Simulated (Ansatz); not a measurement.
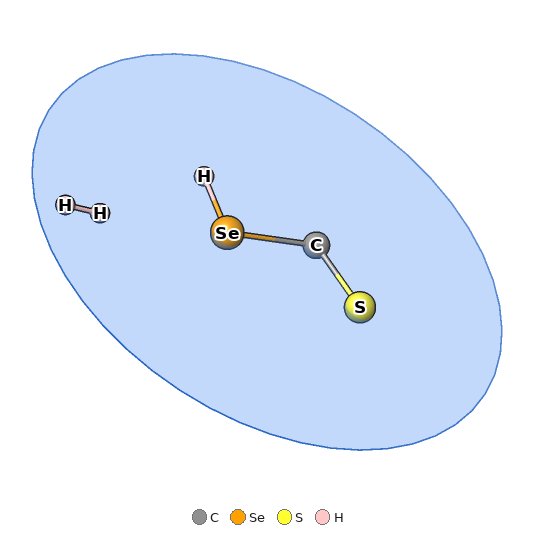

All proper rotation axes (lines) and mirror planes (discs) of the structure are drawn in. Distant atoms are faded towards the background colour. State: charge −1, singlet. The computed structure is the end point of a PBE-D4/def2-SVPD optimisation. No frequency run is at hand to confirm it as a minimum.

Name the symmetry elements and the point group.

It has 1 mirror plane. Point group Cs. The group has 2 operations. The geometry is achiral, and symmetry allows a dipole moment.
